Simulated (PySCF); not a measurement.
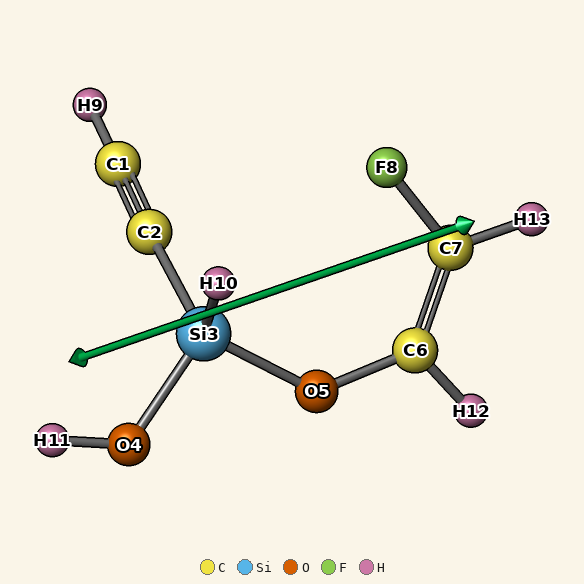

The double arrow shows the direction of the transition dipole to excited singlet state 6 (its length means nothing). The computed structure is the end point of a GFN2-xTB optimisation. No frequency run is at hand to confirm it as a minimum. Method: TDDFT ωB97X-D/def2-SVPD, vertical, gas phase, core orbitals frozen in the response (PySCF 2.14.0).

Question. Where does the transition lie, and how strong is it?

Answer. 6.94 eV (179 nm), oscillator strength 0.026, of mixed character, with the largest part HOMO → LUMO+2 (weight 0.42); transition dipole 0.99 D.

The geometry is semi-empirical. Around Si such bond lengths and angles can be off by a tenth of an ångström or more and by several degrees, and values that hang on the shape move with them.
